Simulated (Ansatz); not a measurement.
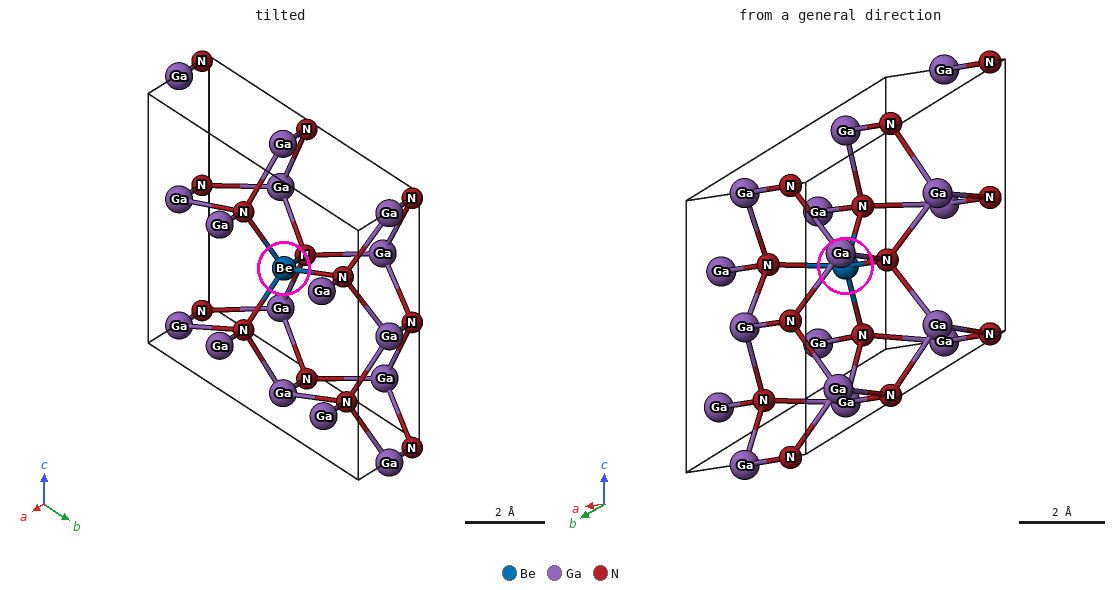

Figure: ball-and-stick view slightly off an axis and from a general direction. Thin lines show the supercell, with boundary atoms drawn in all their periodic places. The host is GaN, in a cell of 16 sites, and the cell carries a charge of -1. A ring marks the defect's site.

Q: What defect is present?

A: Beryllium on a gallium site (a substitutional impurity). It is bonded to four N in a tetrahedral arrangement at about 1.8 Å.

The atoms were relaxed in the host's cell with DFT PBE, scalar-relativistic, plane waves, PAW (Ansatz).
